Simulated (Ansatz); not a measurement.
**Si2H3F3 (SMILES F[Si](F)(F)[SiH3]) at 3 levels**

Aim: a comparison of 3 runs (B3LYP/6-31G*, PBE0/def2-SVP, PBE0/6-311G**) of Si2H3F3. 

Program for the calculation: Ansatz 0.2.0.

3 further runs of the same task are left out: 2 that didn't finish, 1 set aside as unsound or not needed.

### Step 1. The structure to begin with

Si2H3F3 has 8 atoms, charge 0, and is taken as a singlet. SMILES: `F[Si](F)(F)[SiH3]`. The coordinates come from a PBE0-D4/def2-TZVP relaxation.

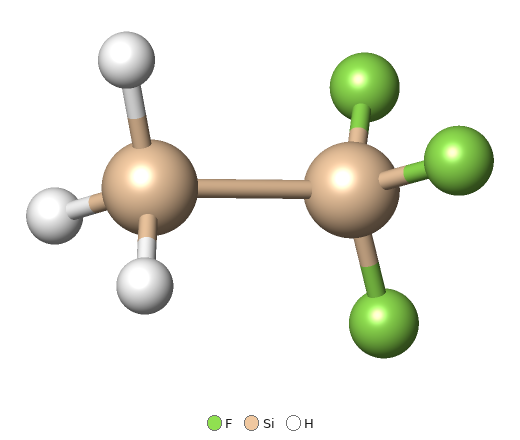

The structure, seen from a chosen angle (fluorine green, silicon light orange, hydrogen white).

### Step 2. Energy and gradient at B3LYP/6-31G(d) (spherical functions) (run 1)

molecule.yaml

```yaml
crystal:
  periodic: [false, false, false]
  atoms:
    - {symbol: F, position_ang: [1.310500, -1.060500, 1.504800]}
    - {symbol: Si, position_ang: [0.534400, -0.990500, 0.128500]}
    - {symbol: F, position_ang: [-0.479300, -2.204500, 0.107900]}
    - {symbol: F, position_ang: [1.595600, -1.255900, -1.013900]}
    - {symbol: Si, position_ang: [-0.550700, 1.050400, -0.152600]}
    - {symbol: H, position_ang: [-1.525600, 1.227900, 0.951900]}
    - {symbol: H, position_ang: [0.460600, 2.135800, -0.122800]}
    - {symbol: H, position_ang: [-1.253300, 1.040400, -1.459500]}
basis:
  gaussian: {orbitals: 6-31G_st_-spherical.json}
hamiltonian: {xc: {name: B3LYP}}
accuracy: high
output: {forces: true, orbitals: {seedname: orbitals}}
```

The basis set 6-31G* is read from a file made from the Basis Set Exchange's data (not shown).

Launch:

```console
ansatz run molecule.yaml --threads 1 --pin off --max-ram 2610MiB --events-out events.jsonl --progress --plain --runs-dir runs
```

Output, shortened:

```text
Warning: RAYON_NUM_THREADS=1 ignored (pool sized by the plan → 1); use --threads N
Functional definition: B3LYP
  name "B3LYP"
[...]
1840 factors; integrals over basis functions are off by at most 3.3e-9 eV
[...]
mean field -23959.45574253 eV, -880.4937582354 hartree, gradient 4.3e-8 eV, S^2 0.000000; 0 other end points of the search recorded, 0 dependent functions left out
[...]
reference -23959.45578601 eV, -880.4937598336 hartree; 29, 29 occupied and 55, 55 virtual orbitals, 1840 factors
Total energy: -23959.45578601 eV, -880.4937598336 hartree
Atom 0 at     1.310500    -1.060500     1.504800 Å, force     0.379809    -0.015622     0.689185 eV/Å
Atom 1 at     0.534400    -0.990500     0.128500 Å, force    -0.375132     0.699261    -0.098879 eV/Å
Atom 2 at    -0.479300    -2.204500     0.107900 Å, force    -0.517087    -0.587090    -0.012904 eV/Å
Atom 3 at     1.595600    -1.255900    -1.013900 Å, force     0.521191    -0.113189    -0.574950 eV/Å
Atom 4 at    -0.550700     1.050400    -0.152600 Å, force     0.058583    -0.111396     0.015702 eV/Å
Atom 5 at    -1.525600     1.227900     0.951900 Å, force    -0.028607     0.040419     0.003626 eV/Å
Atom 6 at     0.460600     2.135800    -0.122800 Å, force    -0.011968     0.048567    -0.005104 eV/Å
Atom 7 at    -1.253300     1.040400    -1.459500 Å, force    -0.026789     0.039050    -0.016676 eV/Å
Dipole moment:    -0.187271     0.352444    -0.048470 e Å
```

Run time: 11 s. Hardware: 1 thread of Intel Xeon Platinum 8488C (Sapphire Rapids), shared host; peak memory 0.31 GiB.

### Step 3. Energy and gradient at PBE0/def2-SVP (run 2)

molecule.yaml: that of step 2 with these lines changed.

```diff
@@ -12,5 +12,5 @@
 basis:
-  gaussian: {orbitals: 6-31G_st_-spherical.json}
-hamiltonian: {xc: {name: B3LYP}}
+  gaussian: {orbitals: def2-SVP}
+output: {forces: true, orbitals: {seedname: orbitals}}
+hamiltonian: {xc: {name: PBE0}}
 accuracy: high
-output: {forces: true, orbitals: {seedname: orbitals}}
```

Launch:

```console
ansatz run molecule.yaml --threads 1 --pin off --max-ram 2610MiB --events-out events.jsonl --progress --plain --runs-dir runs
```

Output, shortened:

```text
Warning: RAYON_NUM_THREADS=1 ignored (pool sized by the plan → 1); use --threads N
Functional definition: PBE0
  name "PBE0"
[...]
1901 factors; integrals over basis functions are off by at most 5.2e-9 eV
[...]
mean field -23933.58335162 eV, -879.5429654064 hartree, gradient 1.1e-8 eV, S^2 0.000000; 0 other end points of the search recorded, 0 dependent functions left out
[...]
reference -23933.58335420 eV, -879.5429655013 hartree; 29, 29 occupied and 64, 64 virtual orbitals, 1901 factors
Total energy: -23933.58335420 eV, -879.5429655013 hartree
Atom 0 at     1.310500    -1.060500     1.504800 Å, force     0.509174    -0.022353     0.922787 eV/Å
Atom 1 at     0.534400    -0.990500     0.128500 Å, force    -0.527021     0.984848    -0.138284 eV/Å
Atom 2 at    -0.479300    -2.204500     0.107900 Å, force    -0.692311    -0.788444    -0.017145 eV/Å
Atom 3 at     1.595600    -1.255900    -1.013900 Å, force     0.699006    -0.153178    -0.770074 eV/Å
Atom 4 at    -0.550700     1.050400    -0.152600 Å, force     0.088953    -0.168533     0.023594 eV/Å
Atom 5 at    -1.525600     1.227900     0.951900 Å, force    -0.099634     0.025417     0.106988 eV/Å
Atom 6 at     0.460600     2.135800    -0.122800 Å, force     0.095227     0.115029     0.001825 eV/Å
Atom 7 at    -1.253300     1.040400    -1.459500 Å, force    -0.073394     0.007214    -0.129690 eV/Å
Dipole moment:    -0.190922     0.359309    -0.049412 e Å
```

Wall time 10 s (1 thread of Intel Xeon Platinum 8488C (Sapphire Rapids), shared host); peak memory 0.34 GiB.

### Step 4. Energy and gradient at PBE0/6-311G(d,p) (run 3)

job.yaml

```yaml
crystal:
  periodic: [false, false, false]
  atoms:
    - {symbol: F, position_ang: [1.310500, -1.060500, 1.504800]}
    - {symbol: Si, position_ang: [0.534400, -0.990500, 0.128500]}
    - {symbol: F, position_ang: [-0.479300, -2.204500, 0.107900]}
    - {symbol: F, position_ang: [1.595600, -1.255900, -1.013900]}
    - {symbol: Si, position_ang: [-0.550700, 1.050400, -0.152600]}
    - {symbol: H, position_ang: [-1.525600, 1.227900, 0.951900]}
    - {symbol: H, position_ang: [0.460600, 2.135800, -0.122800]}
    - {symbol: H, position_ang: [-1.253300, 1.040400, -1.459500]}
basis:
  gaussian: {orbitals: 6-311G_st__st_-spherical.json}
hamiltonian: {xc: {name: PBE0}}
accuracy: high
output: {forces: true, orbitals: {seedname: orbitals}}
```

The basis set 6-311G** is read from a file made from the Basis Set Exchange's data (not shown).

Launch:

```console
ansatz run job.yaml --threads 1 --pin off --max-ram 2610MiB --events-out events.jsonl --progress --plain --runs-dir runs
```

Output, shortened:

```text
Warning: RAYON_NUM_THREADS=1 ignored (pool sized by the plan → 1); use --threads N
[... 2 set-up lines as earlier in the session ...]
[...]
2336 factors; integrals over basis functions are off by at most 3.0e-8 eV
[...]
mean field -23947.81221449 eV, -880.0658664725 hartree, gradient 6.2e-8 eV, S^2 0.000000; 0 other end points of the search recorded, 0 dependent functions left out
[...]
reference -23947.81221810 eV, -880.0658666051 hartree; 29, 29 occupied and 95, 95 virtual orbitals, 2336 factors
Total energy: -23947.81221810 eV, -880.0658666051 hartree
Atom 0 at     1.310500    -1.060500     1.504800 Å, force     0.303325    -0.042480     0.525009 eV/Å
Atom 1 at     0.534400    -0.990500     0.128500 Å, force    -0.351054     0.654307    -0.092564 eV/Å
Atom 2 at    -0.479300    -2.204500     0.107900 Å, force    -0.373894    -0.473634    -0.005491 eV/Å
Atom 3 at     1.595600    -1.255900    -1.013900 Å, force     0.409800    -0.116076    -0.429851 eV/Å
Atom 4 at    -0.550700     1.050400    -0.152600 Å, force     0.038783    -0.074135     0.010584 eV/Å
Atom 5 at    -1.525600     1.227900     0.951900 Å, force    -0.032491     0.009553     0.033899 eV/Å
Atom 6 at     0.460600     2.135800    -0.122800 Å, force     0.029925     0.038613     0.000397 eV/Å
Atom 7 at    -1.253300     1.040400    -1.459500 Å, force    -0.024393     0.003853    -0.041982 eV/Å
Dipole moment:    -0.219322     0.412738    -0.056766 e Å
```

Run time: 11 s. Hardware: 1 thread of Intel Xeon Platinum 8488C (Sapphire Rapids), shared host; peak memory 0.46 GiB.

### Step 5. All runs side by side

```
run                               level  energy (Eh)  dipole moment (D)  HOMO energy (eV)  LUMO energy (eV)  wall time
  1  B3LYP/6-31G* (spherical functions)  -880.493760               1.93             -8.99              0.02       11 s
  2                       PBE0/def2-SVP  -879.542966               1.97             -9.35             -0.04       10 s
  3                       PBE0/6-311G**  -880.065867               2.26             -9.46             -0.18       11 s
```

### Step 6. What came out

```
                       quantity          value
            run 3: total energy  -880.06587 Eh
           run 3: dipole moment         2.26 D
             run 3: HOMO energy       -9.46 eV
             run 3: LUMO energy       -0.18 eV
           run 3: HOMO–LUMO gap        9.28 eV
run 3: largest force on an atom     0.748 eV/Å
```

**Reading.** The dipole moment (its size) runs from 1.93 D (B3LYP/6-31G*) to 2.26 D (PBE0/6-311G**). The two ends differ in method and basis. The HOMO–LUMO gap runs from 9.00 eV (B3LYP/6-31G*) to 9.31 eV (PBE0/def2-SVP). Totals of different functionals can't be ranked against each other. All runs together took 32 s, the longest 11 s.
